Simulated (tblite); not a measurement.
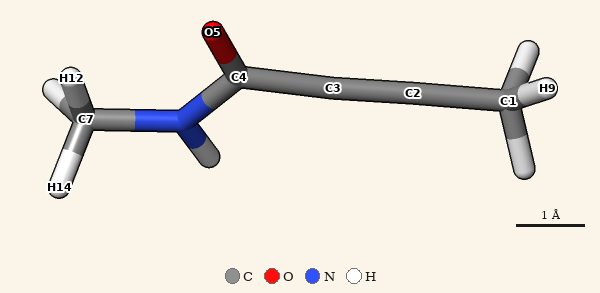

Fig. 1: The structure (stick view, seen at a tilt; atoms are numbered from 1 in the order of the input). Bond lengths as drawn: C–C 1.20 to 1.44 Å, C–H 1.09 Å, C–N 1.36 to 1.44 Å, C–O 1.21 Å and H–N 1.01 Å.

**C₅H₇NO: nudged elastic band**

- system: C₅H₇NO
- method: GFN2-xTB climbing-image nudged elastic band, gas phase (tblite 0.8.0)

The run did not end well.

### What the program printed
```
image   E - E0 / eV
  0       0.0000
  1       0.0539
  2       0.2234
  3       0.5405
  4       0.8627
  5       0.4427
  6       0.1030
  7       0.0156
  8       0.0041
```

This output came from the following input.

### Input file
```
{"job": {"kind": "neb", "xc": "GFN2-xTB", "basis": "xTB", "atoms": [2, 3, 5, 6], "turn": 180}, "charge": 0, "multiplicity": 1}
C      3.251942    -0.169896     1.038596
C      1.903981     0.077225     0.587524
C      0.768407     0.252280     0.232408
C     -0.547514     0.571204    -0.271198
O     -0.759588     1.471657    -1.056384
N     -1.512078    -0.242577     0.229944
C     -2.899062    -0.106337    -0.133409
H      3.700395    -0.962104     0.439592
H      3.848201     0.735429     0.931328
H      3.249076    -0.474947     2.084796
H     -1.254693    -0.970279     0.877355
H     -2.969637     0.726935    -0.831444
H     -3.267199    -1.014426    -0.616169
H     -3.512908     0.105364     0.744921
```

The first line tells a small driver script what to run in tblite; the rest is the geometry in Å.

Launched with:
```bash
OMP_NUM_THREADS=1 python <driver script> task.json out
```

### What the run reported

```csv
quantity,value
outcome,not converged
forward barrier,0.863 eV
hardware,"1 CPU thread, shared host"
wall time,18 s
peak memory,0.19 GiB
```

### What went wrong

The run did not converge. At least one of its steps failed, so the values that rest on that step are not results.
